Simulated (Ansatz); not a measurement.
# AlH3OSi: the cost of one run

Program: Ansatz 0.2.0. Level of theory: RKS PBE0-D4/def2-SVPD. These are calculated values, not measurements.

1 further run of the same task is left out (set aside as unsound or not needed).

## 1. Starting geometry

6 atoms, charge 0, spin multiplicity 1.

Atoms are counted from 1 here; the program's logs count them from 0.

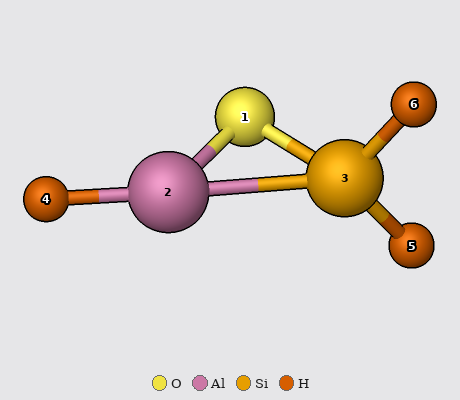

Start geometry, drawn with oxygen yellow, aluminium pink, silicon amber, hydrogen orange; atoms are numbered from 1 in the order of the file.

As a file:

```xyz
6
AlH3OSi
O    -0.87222   -0.69653   -0.23020
Al    0.77859   -1.11871    0.29711
Si   -0.21285    0.91985   -0.11375
H     1.42170   -2.54677    0.57052
H    -0.20053    1.65945   -1.42663
H    -0.91471    1.78271    0.90295
```

## 2. Relaxation

File input.yaml:

```yaml
crystal:
  periodic: [false, false, false]
  atoms:
    - { symbol: O, position_ang: [-0.87222, -0.696533, -0.230203] }
    - { symbol: Al, position_ang: [0.778588, -1.118705, 0.297108] }
    - { symbol: Si, position_ang: [-0.212848, 0.91985, -0.113748] }
    - { symbol: H, position_ang: [1.421704, -2.546768, 0.57052] }
    - { symbol: H, position_ang: [-0.200527, 1.65945, -1.426627] }
    - { symbol: H, position_ang: [-0.914707, 1.782706, 0.90295] }
basis:
  gaussian: { orbitals: def2-SVPD }
hamiltonian:
  xc: pbe0
  dispersion: d4
output:
  forces: true
relax:
  f_tol: 0.003
  max_steps: 120
```

Launch:

```sh
ansatz run input.yaml --threads 1 --pin off --max-ram 2560MiB --backend cpu --events-out ev --progress --plain --runs-dir out
```

What time and memory should one allow on 1 thread of Intel Xeon Platinum 8259CL at 2.50GHz (Skylake/Cascade Lake), shared host?

About 29 s, with a peak of 0.21 GiB.
